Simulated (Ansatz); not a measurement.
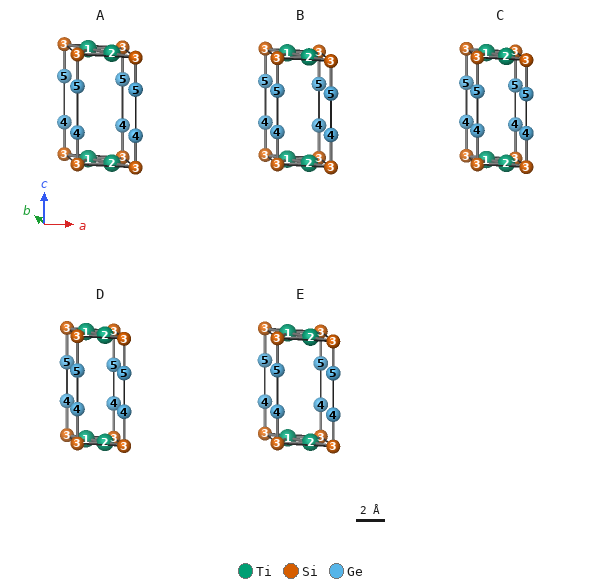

5 geometries from one relaxation of a crystal of Ti₂SiGe₂ (a generated structure, set up in P6/mmm) (coarse preliminary run), in shuffled order. Style: ball-and-stick. Shown: the cell of the calculation, slightly off an axis.

Level of theory: Ansatz 0.2.0, DFT PBE, scalar-relativistic, plane waves, PAW. (plane-wave cutoff 420 eV; k-point mesh 6 × 6 × 2; occupations gaussian; smearing width 0.1 eV; no spin polarisation; cell and atoms relaxed; force threshold 0.04 eV/Å; at most 70 steps)

### Order the frames from highest to lowest energy.

D, C, B, E, A. They are steps 0, 1, 3, 4, 10, at +1876 meV per atom, +1077 meV per atom, +230 meV per atom, +102 meV per atom relative to the last. Over 8 accepted moves (10 points after the start) the energy falls by 1876 meV per atom. Largest force component: 0.83 eV/Å at the start, 0.0043 eV/Å at the end. The pressure goes from 58.88 to −0.11 GPa. The SCF was repeated twice at an unchanged geometry on a basis and grid sized afresh for the cell, which shifted the energy by 69.5 meV per atom at most. The largest moves relative to the cell, 0.24 Å, are those of Ge4 and Ge5. Ge5 goes along +c. Ti and Si stay in place. The volume changes by +58.9 %, with a = b 3.558 → 4.429 Å (+24.5 %), c 7.905 → 8.107 Å (+2.6 %). Near-neighbour distances that change, for instance: Ti1–Ti2 2.054 → 2.557 Å, Ti1–Si3 2.054 → 2.557 Å, Si3–Ge4 2.529 → 2.353 Å. The space group stays P6/mmm (No. 191). The run took 35 s on 1 thread of Arm Neoverse V2, on a shared host, peak memory 0.42 GiB.

Limits of the set-up: the k-point mesh is coarse for a cell with partly filled bands.
